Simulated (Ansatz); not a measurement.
CH₅BN₂O (SMILES N=COBN)

The calculation's input:

```
crystal:
  periodic: [false, false, false]
  atoms:
    - {symbol: N, position_ang: [-0.240833, 1.480841, 0.528158]}
    - {symbol: C, position_ang: [0.223287, 0.570470, 1.269812]}
    - {symbol: O, position_ang: [0.450408, -0.683615, 0.881264]}
    - {symbol: B, position_ang: [0.221888, -1.217222, -0.395343]}
    - {symbol: N, position_ang: [-0.286814, -0.481100, -1.450536]}
    - {symbol: H, position_ang: [-0.323724, 2.347323, 1.049769]}
    - {symbol: H, position_ang: [0.496352, 0.696616, 2.321199]}
    - {symbol: H, position_ang: [0.502922, -2.372664, -0.507525]}
    - {symbol: H, position_ang: [-0.518911, 0.494716, -1.338095]}
    - {symbol: H, position_ang: [-0.441575, -0.886564, -2.355602]}
basis:
  gaussian: {orbitals: def2-TZVPP}
hamiltonian: {xc: pbe0, dispersion: d4}
output: {orbitals: {seedname: orbitals}}
```

Run with:

```sh
ansatz run in.yaml --threads 2 --pin off --events-out ev --progress --plain --max-ram 4352MiB
```

Geometry: PBE0-D4/def2-TZVP.

All numbers below come from Ansatz, RKS PBE0-D4/def2-TZVPP.

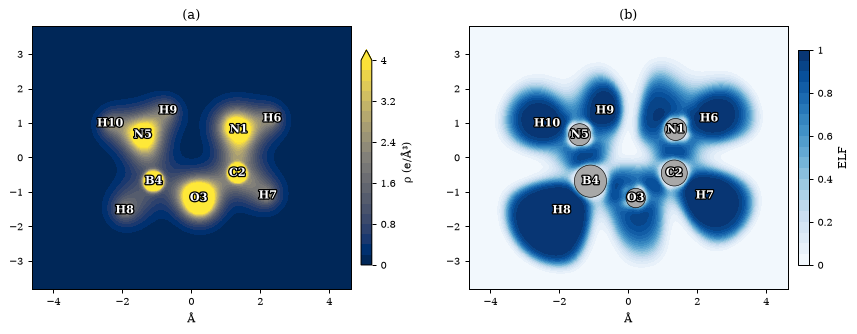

Figure 1. (a) electron density; (b) electron localisation function on the molecular plane. Grey discs cover the atomic cores in the ELF map.

Read the bonding off the picture.

The plane passes through N, C, O, B and H nuclei.
C–N (1.26 Å): ρ at the midpoint is about 3 e/Å³; the ELF peaks at about 0.90 between the atoms (a short, multiple covalent bond).
C–O (1.33 Å): ρ is about 2.5 e/Å³ halfway; the ELF peaks at about 0.90 between the atoms: a shared but strongly polarised pair.
B–N (1.38 Å): the density is about 2 e/Å³ at the midpoint; the ELF peaks at about 0.90 between the atoms (a polar covalent bond).
B–O (1.40 Å): the density is about 1.9 e/Å³ at the midpoint; the ELF peaks at about 0.90 between the atoms; a polar covalent bond.
N–H (1.00 Å): ρ is about 3 e/Å³ halfway; the ELF climbs to about 1 towards the hydrogen, as it does in any bond to H: a covalent bond by its length.
The ELF also peaks beside O3 and N1, away from the bonds: lone-pair regions.

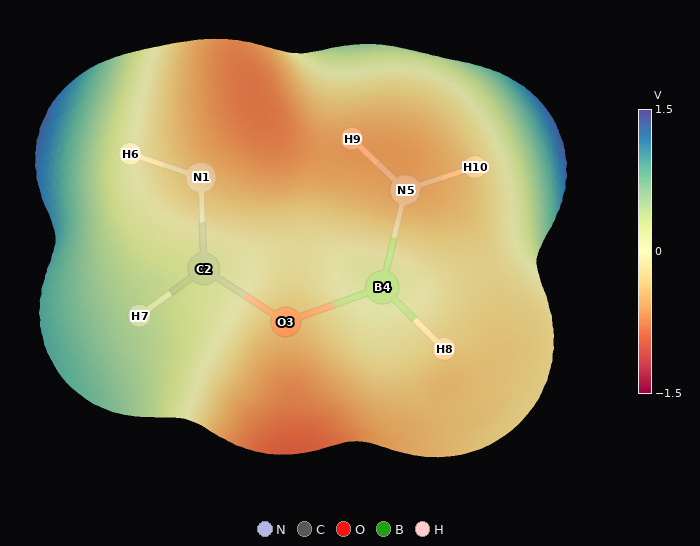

Figure 2. The molecular electrostatic potential painted on the density surface at 0.001 e/bohr³, seen at a tilt; the colour scale runs from red (negative) to blue (positive).

Describe the electrostatic potential map.

The most negative region (about −0.9 V) lies over O3, the most positive (about +1.4 V) over H6 and H10.

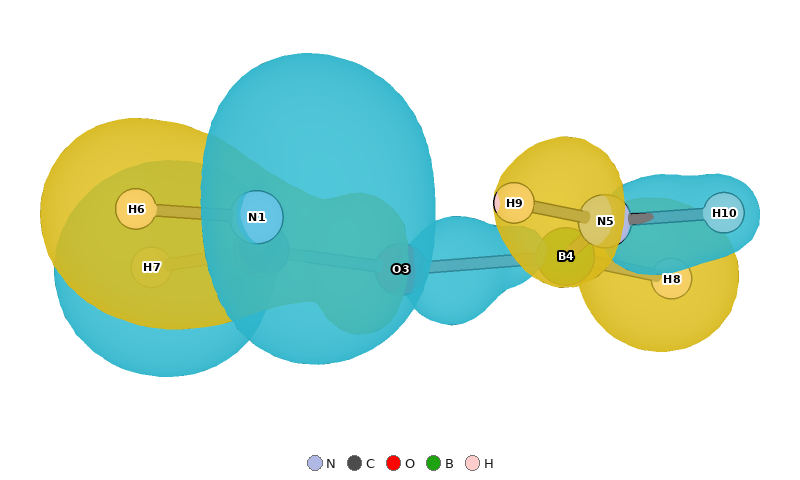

Figure 3. The HOMO−1 at ±0.1 Å⁻³ᐟ² (yellow and cyan are the two phases), seen from one side.

Where does this orbital lie, and at what energy?

By Hirshfeld shares it lies mainly on N1 (about 60 %), C2 (about 10 %), H7 (about 5 %) and H6 (about 5 %); it is symmetric in the molecular plane (an in-plane orbital: σ, lone-pair or in-plane π type). Its energy is −8.23 eV.
